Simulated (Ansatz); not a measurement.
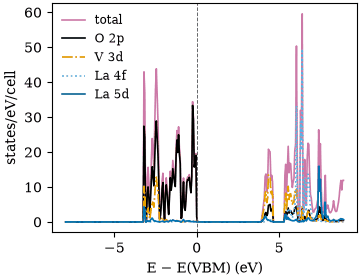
Total and projected density of states of K$_{2}$RbLaV$_{2}$O$_{8}$ in space group P-3m1 (No. 164; Pearson symbol hP14), DFT-r²SCAN in the program Ansatz with PAW potentials

Q: Which orbitals carry the states next to the gap?

A: Top 1 eV of the valence band: O 2p 95 %. Bottom 1 eV of the conduction band: V 3d 65 %, O 2p 23 %, La 5d 5 %. Projections are on Löwdin-orthogonalised atomic valence shells; empty p or d shells of many metals are not among them.

Q: Where is the tallest occupied peak in this window, and what makes it?

A: Near -2.4 eV, about 44 states/eV per cell; the largest projected share is O 2p.

The workflow started from a Materials Project entry (that database holds measured and hypothetical structures alike); the Crystallography Open Database copy checked does not list it. Its standing as an ambient phase is unchecked. The r²SCAN relaxation kept the symmetry of its start; its stability against distortions is not shown here. No spin polarisation was allowed. No Hubbard U is applied. Spin–orbit coupling is left out wherever it is not named.

Potentials: the later of the program's two PAW sets.
